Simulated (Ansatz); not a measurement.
Band structure of MnO2 (P4_2/mnm, 6 atoms in the cell).

```yaml
crystal:
  lattice:
    - [4.44794, 0.00000, 0.00000]
    - [0.00000, 4.44794, 0.00000]
    - [0.00000, 0.00000, 2.89804]
  atoms:
    - { symbol: Mn, position: [0.00000, 0.00000, 0.00000], spin: 4.0 }
    - { symbol: Mn, position: [0.50000, 0.50000, 0.50000], spin: 4.0 }
    - { symbol: O, position: [0.30492, 0.30492, 0.00000] }
    - { symbol: O, position: [0.69508, 0.69508, 0.00000] }
    - { symbol: O, position: [0.19508, 0.80492, 0.50000] }
    - { symbol: O, position: [0.80492, 0.19508, 0.50000] }
```
(The spins are starting values, not results.)

Method: PBE+U, PAW files (plane waves; Ansatz, a program for electronic structure).

Settings: kpoints.mp_grid.grid = 6 6 9; hamiltonian.xc = pbe; hamiltonian.pseudopotentials = {kind: paw} (the program's default PAW files); hamiltonian.hubbard.sites = [{species: Mn, l: d, u_eff: 3.9}] eV; hamiltonian.hubbard.projectors = ortho-atomic; magnetization.spin_polarized = true; scf.occupations.method = methfessel_paxton; scf.occupations.width = 0.1 eV; kpoints.band_path.npoints = 10.

The starting cell comes from a database of computed structures (which also holds hypothetical and non-ambient phases and stackings), without a prior relaxation at this level. Its lattice was rescaled by a random factor within 2.5 % of one. The magnetic order is the one reached from the typed start; others were not searched systematically. With U or open f shells several self-consistent states can exist. The program warned that, by what it read of turns of the moments, another magnetic order lies lower.

These are the values that this program gave, and no reference: magnets with a U can end in a higher state.

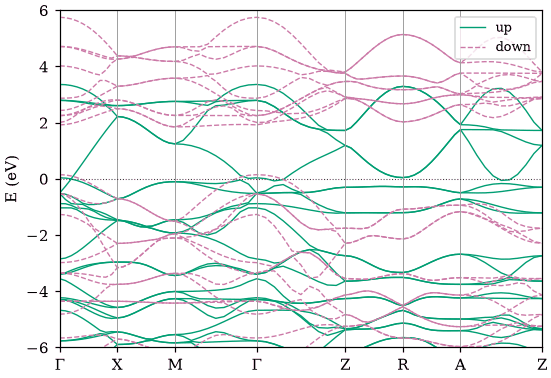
Bands along the path, energies from the Fermi level.

Levels in eV from the Fermi level, bands 27 to 34 of the first spin channel:
```csv
point,27,28,29,30,31,32,33,34
Γ,-0.88,-0.52,-0.52,-0.50,0.04,2.79,2.79,3.36
X,-1.46,-1.46,-0.71,-0.71,2.22,2.22,2.61,2.61
M,-1.45,-1.45,-0.10,-0.10,1.25,1.25,2.76,2.76
Z,-1.21,-1.21,-0.30,-0.30,1.19,1.19,1.72,1.72
R,-1.20,-1.20,-0.29,-0.29,0.04,0.04,3.29,3.29
A,-0.71,-0.71,-0.49,-0.49,1.75,1.75,1.93,1.93
```

Bands cross the Fermi level along this path, so the cell is metallic at this level.

The net moment of the cell came out as 6.04 μB.

Keys are those of Ansatz 0.2.
